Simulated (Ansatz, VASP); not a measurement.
## Cross-check of MgO between VASP and Ansatz

Aim: how closely do two programs agree when they are given the same cell, functional and k mesh? The cell comes out of the VASP series on this material, whose earlier steps may have relaxed, scaled or displaced it; both programs get it as it stands.

Calculated with Ansatz 0.2.0; plane waves, with VASP 6.6.1 beside it; band structure at HSE06.

### Step 1. Set-up

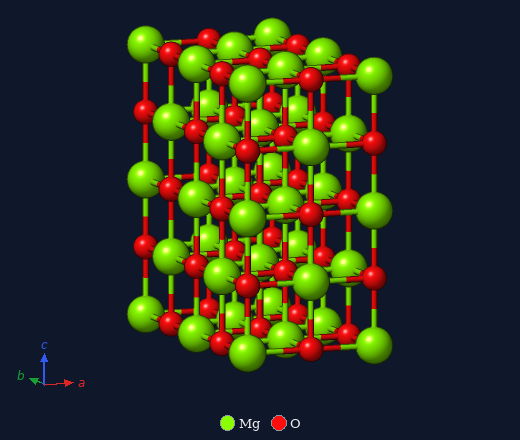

Start, viewed slightly off an axis; magnesium green, oxygen red. 1×2×2 cells are drawn. This picture shows the conventional cell, with its axes. Some periodic images of atoms are drawn too.

Coordinates:

```cif
data_structure
_symmetry_space_group_name_H-M 'Fm-3m'
_symmetry_Int_Tables_number 225
_cell_length_a 4.1948
_cell_length_b 4.1948
_cell_length_c 4.1948
_cell_angle_alpha 90.000
_cell_angle_beta 90.000
_cell_angle_gamma 90.000
_cell_volume 73.81
loop_
_atom_site_label
_atom_site_type_symbol
_atom_site_symmetry_multiplicity
_atom_site_Wyckoff_symbol
_atom_site_fract_x
_atom_site_fract_y
_atom_site_fract_z
_atom_site_occupancy
Mg1 Mg 4 a 0.00000 0.00000 0.00000 1
O1 O 4 b 0.50000 0.00000 0.00000 1
```

### Step 2. Ansatz: band structure, HSE06

Ansatz runs on its default PAW (the set named soft_2) files.

The same path points are solved in both programs, so levels can be compared one by one.

The input, input.yaml:

```yaml
crystal:
  lattice:
    - [0.0, 2.0973980938, 2.0973980938]
    - [2.0973980938, 0.0, 2.0973980938]
    - [2.0973980938, 2.0973980938, 0.0]
  atoms:
    - { symbol: Mg, position: [0.0, 0.0, 0.0] }
    - { symbol: O, position: [0.5, 0.5, 0.5] }
hamiltonian:
  xc: { exchange: pbe, correlation: pbe, exx: { coeff: 0.25, omega: 0.2 } }
  pseudopotentials: { kind: paw }
kpoints:
  mp_grid: { grid: [6, 6, 6] }
  band_path:
    path:
      - [0.0, 0.0, 0.0]
      - [0.5, 0.0, 0.5]
      - [0.5, 0.2, 0.7]
      - [0.4, 0.35, 0.75]
      - [0.15, 0.15, 0.3]
      - [0.2, 0.2, 0.2]
      - [0.55, 0.4, 0.55]
      - [0.6, 0.25, 0.65]
      - [0.5, 0.25, 0.75]
      - [0.5, 0.5, 0.5]
      - [0.375, 0.375, 0.75]
      - [0.5, 0.0, 0.5]
    npoints: 1
scf:
  occupations: { method: gaussian, width: 0.05 }
  n_extra_bands: 7
output:
  forces: true
  stress: true
  eigenvalues: true
```

Run with:

```bash
$ ansatz run input.yaml --threads 4 --pin off --max-ram 9216MiB --backend cpu --events-out ev --progress --plain --runs-dir out
```

Numbers of over 12 decimals in the logs are rounded to 6 here.

The program printed:

```text
Warning: output.stress: scf.convergence.dr2_threshold = 1e-7 eV (the SCF's general default) is looser than the 2e-10 eV advised for a printed stress (1e-10 eV for each atom of the cell: 2). What an SCF threshold leaves in a stress goes as its square root, and in the free energy as the threshold itself, and one threshold admits the most on a small cell: [figures from the program's tests cut] Set scf.convergence.dr2_threshold to 2e-10 eV or tighter. The threshold is an SCF's pass mark: one that does not reach it within its budget of iterations ends unconverged, or closes short of it on a stop that the run arms, and scf.convergence.dr2_threshold's page says what that costs each kind of run
Warning: output.stress: scf.exx.energy_threshold = 1e-6 eV is looser than the 2e-8 eV advised for a stress under a hybrid functional (1e-8 eV for each atom of the cell: 2). Every SCF of the exchange loop can meet its threshold on dr2 while the loop round them stops early: no threshold on dr2 bounds what that leaves in the stress. Set scf.exx.energy_threshold to 2e-8 eV or tighter. The threshold is the loop's pass mark: a loop that does not reach it within its budget of cycles ends unconverged, and scf.exx.energy_threshold's page has the law
scf.n_extra_bands = 7 over 8 filled bands (N_el = 16.0): the run solves 15 bands
Engine: ansatz 0.2.0, aarch64-unknown-linux-gnu
Pseudopotentials: kind: paw
Pseudopotential: Mg, paw, valence charge 10, recommended cutoff 420 eV (normal), Mg.paw.azcp
Pseudopotential: O, paw, valence charge 6, recommended cutoff 420 eV (normal), O.paw.azcp
Functional definition: unnamed
  parameter a_1 = 0.25
  parameter omega_1 = 0.2/angstrom
  exchange = pbe_x + (-a_1)*pbe_x_sr(omega_1) + a_1*exact_x_sr(omega_1)
  correlation = pbe_c
Crystal: 2 atoms, lattice volume = 18.453 Å³
Basis set: ecut = 420 eV, 339 PW (Γ), exchange–correlation on 40×40×40 points (8 copies of the dense FFT grid, shifted against one another)
Bands: 15, of which v1, the nominal top of the filled ones, is band 8 counted from 1 (7 counted from 0)
Symmetry: 48 space group operations
Space group: Fm-3m (ITA 225), of the structure as read, at distance tolerance 2.6e-5 Å
k-points: 16 of 216
Non-local potential: Mg, projectors of the file, l = 0: 3, l = 1: 2, l = 2: 1
Non-local potential: O, projectors of the file, l = 0: 2, l = 1: 2, l = 2: 1
PAW form: soft (Blöchl's): semilocal exchange-correlation on the pseudo side does not see the compensation charge
PAW frozen core: Mg, regenerated for the run's functional, and the local potential with it (the file was generated under x = pbe(κ = 0.804, μ = 0.219515), c = pbe(β = 0.066725))
PAW frozen core: O, regenerated for the run's functional, and the local potential with it (the file was generated under x = pbe(κ = 0.804, μ = 0.219515), c = pbe(β = 0.066725))
PAW one-centre angular grid: Mg, 110 points (default); XC on 96 Gauss nodes
PAW one-centre angular grid: O, 110 points (default); XC on 96 Gauss nodes
Initial density: superposition of atomic densities (neutral atoms: chi_scale 0, normalization atom), corrected by the library's trained network
Initial wavefunctions: pseudopotential atomic-orbital guess
Functional: x = pbe(κ = 0.804, μ = 0.219515), c = pbe(β = 0.066725), warm-up for x = pbe(κ = 0.804, μ = 0.219515) + 0.25 (exact − pbe) at short range (hse, ω = 0.2 Å⁻¹), c = pbe(β = 0.066725)
SCF iter   1: F=—  HF=-2494.123221 eV  |F-HF|=—  |Δ(HF+E_count)|=         —  Δρ=7.12e-4  dr2=3.89e-5  ethr=1.77e-3  ⟨swp⟩=2.1  Hψ=1560  notcnv=0
preconditioner: auto → none  [insulator: Δε(μ)=4.860 eV  Ē_g=22.828 eV  σ=0.050 eV  W_gap=1.00  n_scr=8 (ndim 8)  ℏωp=24.4 eV  f_vac=0.000  D(μ)=0.00/eV (n_scr^D=0)]
SCF iter   2: F=-2494.123368 eV  HF=-2494.123331 eV  |F-HF|=3.71e-5  |Δ(HF+E_count)|=   1.10e-4  Δρ=3.27e-4  dr2=6.33e-6  ethr=2.43e-7  ⟨swp⟩=2.8  Hψ=390  notcnv=0  defer=5
SCF 1 stopped early in 2 iterations: F = -2494.123368 eV  dr2 = 6.33e-6
  greatest PAW one-centre occupation: 1.000 electrons in one spin orbital (limit 2), on the Mg atom at site 0 (counted from 0), in its partial waves of l = 0
Initial density: handed on by an earlier stage of this run
Initial wavefunctions: those handed on with the density
Functional: x = pbe(κ = 0.804, μ = 0.219515) + 0.25 (exact − pbe) at short range (hse, ω = 0.2 Å⁻¹), c = pbe(β = 0.066725)
Exchange kernel: α = 0.2500, screened, ω = 0.2000 Å⁻¹, Wigner–Seitz truncation, v(0) = 1117.9316 eV·Å³, q-mesh 6×6×6, nearest image of the exchange supercell L = 17.80 Å, pair-density grid 12×12×12, without the augmentation charges, whose exchange is taken in its separable form by FFT convolution over the k-point mesh (sized by the pseudopotential files, 18×18×18 at the most), smooth part of the exact exchange by density-matrix convolution
Frozen-core exchange: fock
SCF iter   1: F=—  HF=-2494.350965 eV  |F-HF|=—  |Δ(HF+E_count)|=         —  Δρ=7.77e-3  dr2=5.44e-3  ethr=3.95e-7  ⟨swp⟩=5.8  Hψ=1102  notcnv=0
preconditioner: auto → none  [insulator: Δε(μ)=6.599 eV  Ē_g=25.503 eV  σ=0.050 eV  W_gap=1.00  n_scr=8 (ndim 8)  ℏωp=24.4 eV  f_vac=0.000  D(μ)=0.00/eV (n_scr^D=0)]
SCF iter   2: F=—  HF=-2494.348766 eV  |F-HF|=—  |Δ(HF+E_count)|=   2.20e-3  Δρ=3.74e-3  dr2=1.35e-3  ethr=3.95e-7  ⟨swp⟩=3.0  Hψ=496  notcnv=0
SCF iter   3: F=—  HF=-2494.348461 eV  |F-HF|=—  |Δ(HF+E_count)|=   3.05e-4  Δρ=9.67e-4  dr2=5.32e-4  ethr=3.95e-7  ⟨swp⟩=3.0  Hψ=500  notcnv=0
SCF iter   4: F=—  HF=-2494.351669 eV  |F-HF|=—  |Δ(HF+E_count)|=   3.21e-3  Δρ=7.61e-4  dr2=9.61e-5  ethr=3.95e-7  ⟨swp⟩=4.0  Hψ=603  notcnv=0
iter 5 solved again at ethr=7.25e-9 eV; its pass at ethr=3.95e-7 eV (dr2=1.16e-6 eV) is discarded
SCF iter   5: F=-2494.351644 eV  HF=-2494.351646 eV  |F-HF|=2.18e-6  |Δ(HF+E_count)|=   2.37e-5  Δρ=1.27e-4  dr2=2.82e-6  ethr=7.25e-9  ⟨swp⟩=2.7  Hψ=871  notcnv=0  defer=4
SCF 2 stopped early in 5 iterations: F = -2494.351644 eV  dr2 = 2.82e-6
hybrid outer 1: dexx = +3.309e-3 eV, tail = 3.79e-5 eV
Exchange kernel: α = 0.2500, screened, ω = 0.2000 Å⁻¹, Wigner–Seitz truncation, v(0) = 1117.9316 eV·Å³, q-mesh 6×6×6, nearest image of the exchange supercell L = 17.80 Å, pair-density grid 12×12×12, without the augmentation charges, whose exchange is taken in its separable form by FFT convolution over the k-point mesh (sized by the pseudopotential files, 18×18×18 at the most), smooth part of the exact exchange by density-matrix convolution
Frozen-core exchange: fock
SCF iter   1: F=—  HF=-2494.351639 eV  |F-HF|=—  |Δ(HF+E_count)|=         —  Δρ=9.68e-5  dr2=7.27e-7  ethr=1.18e-6  ⟨swp⟩=3.3  Hψ=507  notcnv=0
preconditioner: auto → none  [insulator: Δε(μ)=6.638 eV  Ē_g=25.490 eV  σ=0.050 eV  W_gap=1.00  n_scr=8 (ndim 8)  ℏωp=24.4 eV  f_vac=0.000  D(μ)=0.00/eV (n_scr^D=0)]
SCF iter   2: F=—  HF=-2494.351639 eV  |F-HF|=—  |Δ(HF+E_count)|=   5.98e-9  Δρ=1.07e-5  dr2=2.55e-8  ethr=3.94e-9  ⟨swp⟩=3.6  Hψ=490  notcnv=0
SCF iter   3: F=-2494.351639 eV  HF=-2494.351639 eV  |F-HF|=2.74e-9  |Δ(HF+E_count)|=   1.87e-7  Δρ=4.83e-6  dr2=5.09e-9  ethr=4.58e-11  ⟨swp⟩=3.7  Hψ=627  notcnv=0  defer=3
SCF 3 converged in 3 iterations: F = -2494.351639 eV  dr2 = 5.09e-9
  Residual-converged pass: ⟨swp⟩=2.3  Hψ=370  notcnv=0  max |occ|·‖R‖ = 2.3e-6 eV (tolerance 2.4e-6 eV)  dr2=5.09e-9  dr2_onsite=1.92e-10  max |Δocc| = 0.0e0
hybrid outer 2: dexx = +2.255e-7 eV, tail = 1.78e-8 eV, Δε = 2.65e-3 eV (about 1.26e-4 eV left of the loop's levels)
NSCF: frozen V_eff on 12 k-points
hybrid SCF converged: 2 outer / 8 inner (+2 warm-up), last move |dexx| = 2.25e-7 eV, tail = 1.78e-8 eV
Stability not checked: this state was not tested for a lower state beside it, because the functional holds exact exchange (a hybrid, or Hartree-Fock), whose exchange loop this test does not read (fock_operator; see scf.lower_state_search)
Free energy (F): -2494.351639 eV
Frozen-core exchange: fock
Harris-Foulkes:  -2494.351639 eV  (|F-HF|=2.74e-9)
Internal energy: -2494.351639 eV  (E = F + TS)
E sigma→0 (E₀):  -2494.351639 eV
Fermi energy:    10.336398 eV
--- Per-component energies (eV) ---
  E_band       = -337.689972
  E_kinetic    = 257.190872
  E_local      = -1594.980253  (includes V_loc(G=0)·N_el)
  E_nonlocal   = 141.111710
  E_hartree    = 552.564594
  E_xc         = -84.830899
  E_vxc        = -107.750715  (∫ρ·V_xc dr)
  E_exx        = -71.790241  (= α·E_x^exact, valence–valence)
  E_paw        = -398.884626  (= ΣΔE_a)
  E_vpaw       = 5.187404  (= ΣTr[D̂ρ^β])
  E_aug_tail   = 0.002494  (compensation charges beyond the density's cutoff)
  E_ewald      = -1294.673735
  E_core_change = -0.061555  (= ΣΔE_core)
  E_smearing   = -0.000000  (= −TS)
  E_closure    = -0.000000  (closes the sum)
  Σ components = -2494.351639   (vs F -2494.351639, Δ=0.00e0)
--- Forces (eV/Å), atoms counted from 1 ---
  atom   1  Mg    -0.00000000    -0.00000000    -0.00000000
  atom   2  O      0.00000000     0.00000000    -0.00000000
  max |Σ_I F_I| component: 1.43e-29 eV/Å
--- Stress (GPa, compression-positive) ---
        0.782852      -0.000000      -0.000000
        0.000000       0.782852       0.000000
       -0.000000      -0.000000       0.782852
  P = ⅓ Tr σ = 0.7829 GPa (7.829 kbar)
--- Band table (eV; the first three rows and the last of 16) ---
  k-point 0: bands = [... 4 lower, -11.8634, 7.0167, 7.0167, 7.0167, 13.6557, 24.9052, 24.9052, 24.9052, ... 3 higher]
  k-point 1: bands = [... 4 lower, -11.5496, 5.4468, 6.8235, 6.8235, 15.1165, 22.5339, 25.5288, 25.5288, ... 3 higher]
  k-point 2: bands = [... 4 lower, -10.8474, 3.0859, 6.4617, 6.4617, 16.6580, 21.5912, 25.8244, 25.8244, ... 3 higher]
  k-point 15: bands = [... 4 lower, -10.1592, 3.1806, 4.5964, 5.2087, 19.5313, 20.6603, 21.8053, 25.9862, ... 3 higher]
```

Wall time 15 s (4 threads of Arm Neoverse N1, shared host); peak memory 0.53 GiB.

### Step 3. VASP: band structure, HSE06

The same cell, functional, mesh and smearing now go to VASP, with its own data sets and cutoff.

Lines of VASP's logs that name or quote its potential files are left out, and so is its time.

The input, INCAR:

```
SYSTEM = MgO
PREC = Accurate
ENCUT = 520
EDIFF = 1E-06
NELM = 100
ISMEAR = 0
SIGMA = 0.05
LREAL = .FALSE.
ALGO = Normal
LHFCALC = .TRUE.
AEXX = 0.25
GGA = PE
HFSCREEN = 0.2
LASPH = .TRUE.
NBANDS = 10
PRECFOCK = Fast
LORBIT = 11
LWAVE = .FALSE.
LCHARG = .FALSE.
KPAR = 2
```

The input, POSCAR:

```
MgO
1.0
    0.0000000000      2.0973980938      2.0973980938
    2.0973980938      0.0000000000      2.0973980938
    2.0973980938      2.0973980938      0.0000000000
Mg O
1 1
Direct
    0.0000000000      0.0000000000      0.0000000000
    0.5000000000      0.5000000000      0.5000000000
```

The input, KPOINTS:

```
Automatic mesh
0
Gamma
6 6 6
0 0 0
```

The input, KPOINTS_OPT:

```
Line mode
6
Line-mode
Reciprocal
  0.00000000   0.00000000   0.00000000 GAMMA
  0.50000000   0.00000000   0.50000000 X

  0.50000000   0.00000000   0.50000000 X
  0.50000000   0.25000000   0.75000000 W

  0.50000000   0.25000000   0.75000000 W
  0.37500000   0.37500000   0.75000000 K

  0.37500000   0.37500000   0.75000000 K
  0.00000000   0.00000000   0.00000000 GAMMA

  0.00000000   0.00000000   0.00000000 GAMMA
  0.50000000   0.50000000   0.50000000 L

  0.50000000   0.50000000   0.50000000 L
  0.62500000   0.25000000   0.62500000 U

  0.62500000   0.25000000   0.62500000 U
  0.50000000   0.25000000   0.75000000 W

  0.50000000   0.25000000   0.75000000 W
  0.50000000   0.50000000   0.50000000 L

  0.50000000   0.50000000   0.50000000 L
  0.37500000   0.37500000   0.75000000 K

  0.62500000   0.25000000   0.62500000 U
  0.50000000   0.00000000   0.50000000 X
```

Potentials, in the order of the species: Mg and O (PBE family, release 64).

Run with:

```bash
$ mpirun -np 2 vasp_std
```

The program printed:

```text
[banner, memory and clock lines left out]
running    2 mpi-ranks, on    1 nodes
 distrk:  each k-point on    1 cores,    2 groups
 distr:  one band on    1 cores,    1 groups

 POSCAR found type information on POSCAR MgO
 POSCAR found :  2 types and       2 ions
 LDA part: xc-table for (Slater+PW92), standard interpolation
 found WAVECAR, reading the header
 POSCAR, INCAR and KPOINTS ok, starting setup
 FFT: planning ... GRIDC
 FFT: planning ... GRID_SOFT
 FFT: planning ... GRID
 reading WAVECAR
 the WAVECAR file was read successfully
 initial charge from wavefunction
 entering main loop
       N       E                     dE             d eps       ncg     rms          rms(c)
DAV:   1    -0.142321971462E+02   -0.14232E+02   -0.89016E-02   320   0.296E+00    0.246E-01
DAV:   2    -0.142310718858E+02    0.11253E-02   -0.32158E-03   334   0.422E-01    0.806E-02
DAV:   3    -0.142311254351E+02   -0.53549E-04   -0.12891E-03   328   0.239E-01    0.296E-02
DAV:   4    -0.142311433740E+02   -0.17939E-04   -0.63739E-06   332   0.248E-02    0.188E-02
DAV:   5    -0.142311396997E+02    0.36743E-05   -0.21971E-05   338   0.320E-02    0.886E-03
DAV:   6    -0.142311406641E+02   -0.96439E-06   -0.17539E-06   178   0.101E-02
   1 F= -.14231141E+02 E0= -.14231141E+02  d E =-.190951E-14
 Start KPOINTS_OPT (optional k-point list driver)
k-point batch [1-16\60]
       N       E                     dE             ncg
DAV:   1     0.278087591801E+02   -0.51239E+04      360
DAV:   2    -0.495245719853E+03   -0.52305E+03      364
DAV:   3    -0.511469355653E+03   -0.16224E+02      374
DAV:   4    -0.511599683489E+03   -0.13033E+00      370
DAV:   5    -0.511599966808E+03   -0.28332E-03      366
DAV:   6    -0.511599967830E+03   -0.10223E-05      358
DAV:   7    -0.511599967836E+03   -0.52181E-08      278
[...]
k-point batch [49-60\60]
       N       E                     dE             ncg
DAV:   1     0.133917139074E+04   -0.49558E+04      304
DAV:   2     0.107242121224E+04   -0.26675E+03      262
DAV:   3     0.106734400949E+04   -0.50772E+01      272
DAV:   4     0.106730790454E+04   -0.36105E-01      274
DAV:   5     0.106730782435E+04   -0.80185E-04      280
DAV:   6     0.106730782398E+04   -0.36816E-06      282
```

(Continued in part 2 of 2.)

[Lines on the potential files, build, host, timing and source positions are cut from VASP's logs without a mark.]

[Logs are printed without paths, hosts, clocks, repeated set-up lines and the standing remarks that a program may print on its own settings, such as how far it seeks lower states.]

[Hosts, paths, dates, database ids (printed as entryN), source tags and the programs' standing remarks are cut or masked in the printed files.]
